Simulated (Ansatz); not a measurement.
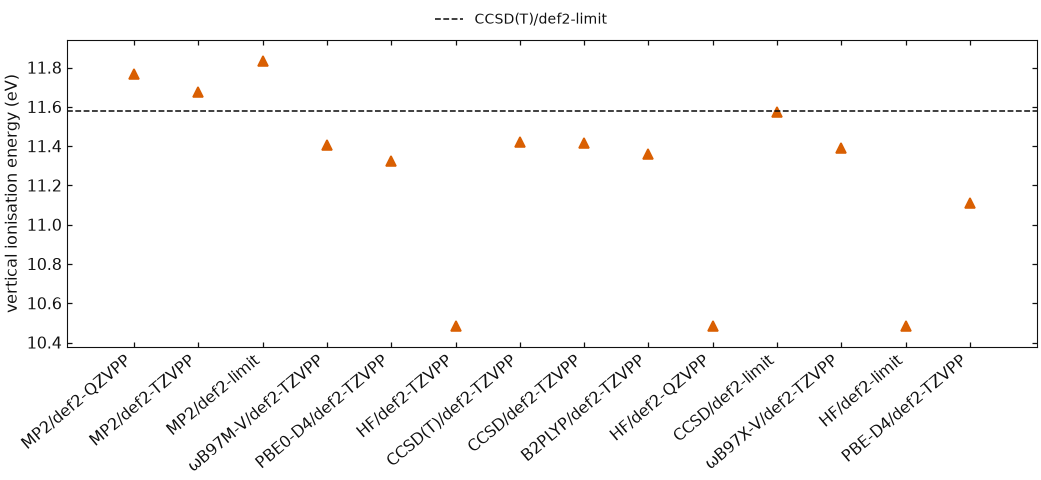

Vertical ionisation energy of CH₂BFO, SMILES FB1CO1, taken as the energy of the cation less that of the neutral at fixed geometry (unrestricted doublet cation, cores frozen in correlated methods, no spin-orbit coupling), the Ansatz code, at a PBE0-D4/def2-TZVP geometry (a minimum by its frequencies). Limit means an estimate of the basis limit from triple and quadruple zeta; for coupled cluster it is either extrapolated directly or built as the MP2 limit plus the step from MP2 in triple zeta. B2PLYP/def2-TZVPP holds a correlation term that converges slowly with the basis, so part of the distance to the limit is basis error. The distance of MP2/def2-QZVPP, MP2/def2-TZVPP, CCSD(T)/def2-TZVPP and CCSD/def2-TZVPP to the limit includes basis error.

Which level comes closest to the line (CCSD(T)/def2-limit), and which misses most?

Answer. Closest CCSD/def2-limit (11.57 eV), against 11.58 eV; farthest HF/def2-limit (10.48 eV).

Give the values.

Answer.
| level | eV | less CCSD(T)/def2-limit |
| --- | --- | --- |
| MP2/def2-QZVPP | 11.77 | 0.19 |
| MP2/def2-TZVPP | 11.68 | 0.10 |
| MP2/def2-limit | 11.83 | 0.26 |
| ωB97M-V/def2-TZVPP | 11.41 | −0.17 |
| PBE0-D4/def2-TZVPP | 11.32 | −0.25 |
| HF/def2-TZVPP | 10.49 | −1.09 |
| CCSD(T)/def2-TZVPP | 11.42 | −0.16 |
| CCSD/def2-TZVPP | 11.42 | −0.16 |
| B2PLYP/def2-TZVPP | 11.36 | −0.22 |
| HF/def2-QZVPP | 10.48 | −1.09 |
| CCSD/def2-limit | 11.57 | 0.00 |
| ωB97X-V/def2-TZVPP | 11.39 | −0.19 |
| HF/def2-limit | 10.48 | −1.09 |
| PBE-D4/def2-TZVPP | 11.11 | −0.47 |
| CCSD(T)/def2-limit | 11.58 | 0.00 |
